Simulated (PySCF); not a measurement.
SMILES C[Si](C)(C)C#C[SiH3] (C₅H₁₂Si₂), GFN2-xTB optimised geometry. Atoms within 1.6 Å of the plane z = 0.0 Å (x, y, z in Å): Si1 (1.20, -2.50, 0.00), C2 (0.62, -0.75, 0.00), C3 (0.23, 0.40, 0.00), Si4 (-0.36, 2.16, 0.00), C5 (0.28, 3.02, -1.58), C6 (-2.27, 2.15, 0.03), C7 (0.33, 3.03, 1.56), H8 (0.69, -3.16, 1.20), H9 (0.69, -3.16, -1.20), H10 (2.67, -2.50, 0.00), H14 (-2.67, 1.65, -0.84), H15 (-2.67, 3.16, 0.04), H16 (-2.64, 1.64, 0.92), H18 (1.42, 3.01, 1.56).

Calculation: PBE0/def2-SVP in PySCF. Cells within 0.4 Å of a nucleus heavier than hydrogen are left out (blank, or x).

Map of the Laplacian of the electron density (e/bohr⁵), clipped to [-1.50, 1.50] on the plane z = 0.0 Å:

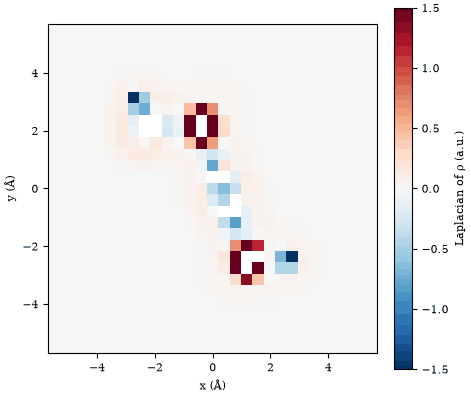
Laplacian of the electron density (e/bohr⁵), clipped to [-1.50, 1.50] on the plane z = 0.0 Å.
